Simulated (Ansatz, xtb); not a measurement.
Breaking the Pb1–H2 bond in BrHPb (SMILES [Br][PbH]) (multiplicity 1 held, fragments rigid). Energies count from the point at 1.861 Å.
Geometry at that point (charge 0, multiplicity 1):
| atom | x (Å) | y (Å) | z (Å) |
|---|---|---|---|
| Pb | -0.4437 | -0.3661 | 0.5314 |
| H | -1.6410 | -0.9649 | -0.7610 |
| Br | 1.0864 | 0.8854 | -1.2232 |

R- and RO- levels are restricted; in cc, def2 and unpolarised 6-31G sets they are followed outwards from rest. Unrestricted levels (U-) break spin symmetry where that is lower. Active spaces are followed from a long bond inwards. Left out are points that failed, MP2 points that dive below the minimum, coupled-cluster points behind a jump of the amplitudes or a sharp parting from full CI or MRCI, small-basis points behind a change of solution, and semi-empirical points at long bonds. Curves can end on different states.

Frozen-core correlation. Filled d and f shells under p-block atoms count as core.

Codes used: Ansatz (Gaussian basis) for Hartree–Fock, density functionals and correlated methods; xtb for the GFN methods. Values without a source in brackets are computed. In def2 rows elements past Kr take small-core potentials, without spin–orbit coupling. The GFN methods have no spin term and hold the electronic entropy of 300 K.

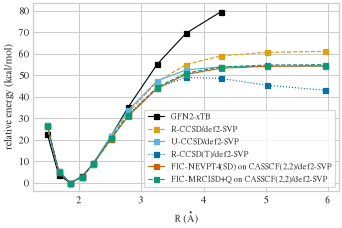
Relative energy along the coordinate

Doubts at one or more of the structures used: a restricted determinant that unrestricted orbitals would lower (R-CCSD/def2-SVP, R-CCSD(T)/def2-SVP); other coupled-cluster roots lie near (R-CCSD/def2-SVP, R-CCSD(T)/def2-SVP); T1 above 0.05 (R-CCSD/def2-SVP, U-CCSD/def2-SVP, R-CCSD(T)/def2-SVP); a spin-contaminated determinant (U-CCSD/def2-SVP).

Ansatz is a quantum-chemistry and plane-wave program.
